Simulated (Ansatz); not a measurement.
# Pressure series in GaN

Consider GaN in the NiAs type structure (space group P6_3/mmc, No. 194; a model cell, its experimental status unchecked).

Space group P6₃/mmc (No. 194); a = b = 2.9687 Å, c = 5.0409 Å, α = β = 90.00°, γ = 120.00°

| atom | site | symmetry | x | y | z |
|---|---|---|---|---|---|
| Ga | 2a | -3m. | 0.0000 | 0.0000 | 0.0000 |
| N | 2c | -6m2 | 0.3333 | 0.6667 | 0.2500 |

Cell and atoms are relaxed at each pressure.

Level of theory: Ansatz (an electronic-structure program) PBEsol, without spin-orbit coupling.

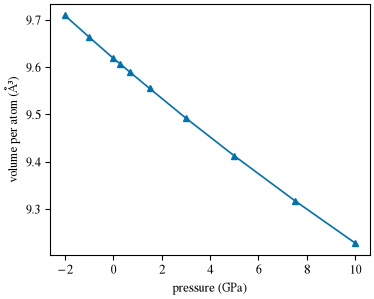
*Volume per atom against pressure*

| pressure (GPa) | volume per atom |
|---|---|
| -2 | 9.71 Å³ |
| -1 | 9.66 Å³ |
| 0.3 | 9.61 Å³ |
| 0.7 | 9.59 Å³ |
| 1.5 | 9.56 Å³ |
| 3 | 9.49 Å³ |
| 5 | 9.41 Å³ |
| 7.5 | 9.32 Å³ |
| 10 | 9.23 Å³ |

Load acts through the strain it causes; cell and atoms are relaxed under it. Stability against distortions was not tested. Competing high-pressure phases were not computed. This is not the structure that GaN has at room temperature and ambient pressure.
